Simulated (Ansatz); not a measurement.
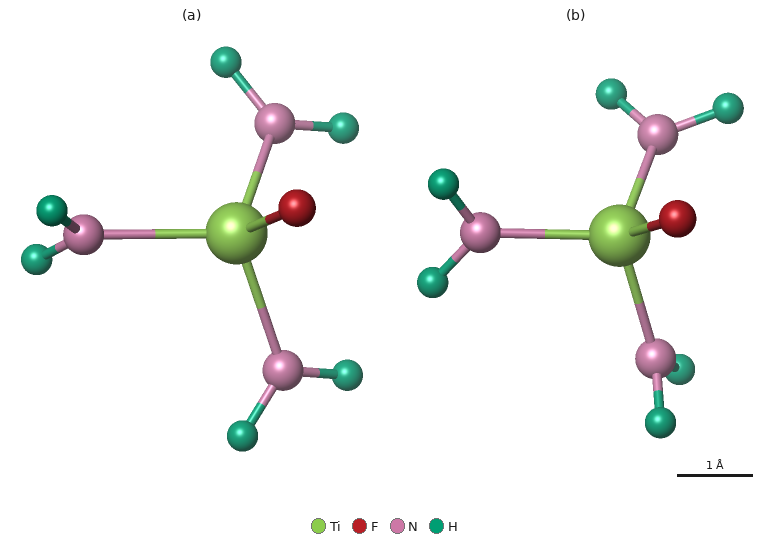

The structure of TiN₃H₆F before (left) and after (right) a relaxation, at one scale.

Style: ball-and-stick. Shown at a tilt.

The run prepares the start of a later molecular dynamics calculation, from a guessed geometry.

Computed with RHF/def2-SVP (Ansatz 0.2.0).

Input
```yaml
crystal:
  periodic: [false, false, false]
  atoms:
    - { symbol: Ti, position_ang: [0.0, 0.0, 0.0] }
    - { symbol: F, position_ang: [0.0, 0.0, 1.83] }
    - { symbol: "N", position_ang: [1.9426, 0.0, -0.686] }
    - { symbol: H, position_ang: [2.4408, -0.918, -0.8667] }
    - { symbol: H, position_ang: [2.4438, 0.918, -0.8582] }
    - { symbol: "N", position_ang: [-0.9703, 1.681, -0.686] }
    - { symbol: H, position_ang: [-1.9904, 1.6258, -0.9687] }
    - { symbol: H, position_ang: [-0.4498, 2.6017, -0.7565] }
    - { symbol: "N", position_ang: [-0.9703, -1.681, -0.686] }
    - { symbol: H, position_ang: [-1.5052, -2.2973, -0.0095] }
    - { symbol: H, position_ang: [-0.9349, -1.9302, -1.7156] }
basis:
  gaussian: { orbitals: def2-SVP }
hamiltonian:
  xc: hf
relax:
  f_tol: 0.02
  max_steps: 40
```

Run as
```bash
ansatz run input.yaml --threads 4 --pin off --max-ram 5120MiB --backend cpu --events-out ev --progress --plain --runs-dir out
```

Q: What changed between the two?

A: The atom that moves furthest after the best rigid fit is H5 (0.79 Å). Largest moves by element: H 0.79 Å, N 0.22 Å, F 0.16 Å, Ti 0.04 Å. Some distances before and after: Ti1–N3 2.060 → 1.867 Å, Ti1–F2 1.830 → 1.767 Å, N3–H5 1.060 → 1.003 Å, N3–H4 1.060 → 1.005 Å. Bond angles that change, for instance: H4–N3–H5 120.0° → 110.3°, Ti1–N6–H7 120.0° → 125.6°, Ti1–N3–H5 120.0° → 125.4°. Groups turn about Ti1–N3 by about 45°, Ti1–N6 by about 40°, Ti1–N9 by about 35°. The energy falls by 197.9 kJ/mol in 10 accepted moves (11 points after the start). Largest force component: 2.5 eV/Å at the start, 0.0048 eV/Å at the end. The line search rejected the trial step at point 5 of the run. The run took 16 s on 4 threads of Arm Neoverse V2 (shared host), peak memory 0.28 GiB.

Limits of the set-up: Hartree-Fock leaves out electron correlation.
